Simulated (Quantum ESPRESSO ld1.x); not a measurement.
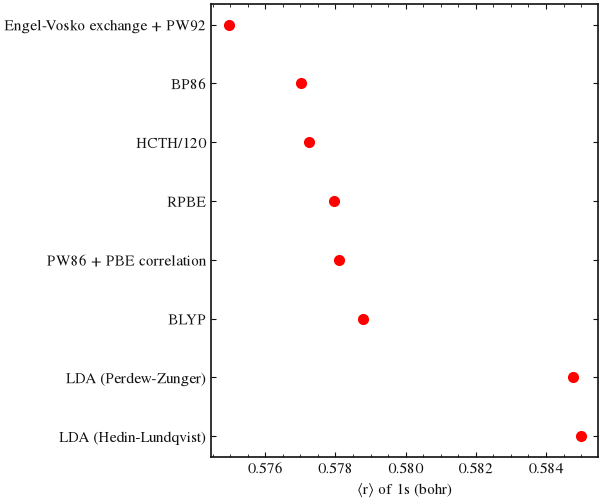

Li⁺ (Z = 3, 2 electrons) in the configuration 1s2. All runs are Dirac and spherical, computed with Quantum ESPRESSO ld1.x 7.5. The plot shows the mean radius (bohr) of the 1s orbital by 8 methods.

> How much do the methods differ, and in which order?

The most compact is Engel-Vosko exchange + PW92 (0.5750) and the most diffuse LDA (Hedin-Lundqvist) (0.5850), a spread of 1.7 %. In order (bohr): Engel-Vosko exchange + PW92 (0.5750), BP86 (0.5770), HCTH/120 (0.5772), RPBE (0.5780), PW86 + PBE correlation (0.5781), BLYP (0.5788), LDA (Perdew-Zunger) (0.5848), LDA (Hedin-Lundqvist) (0.5850).
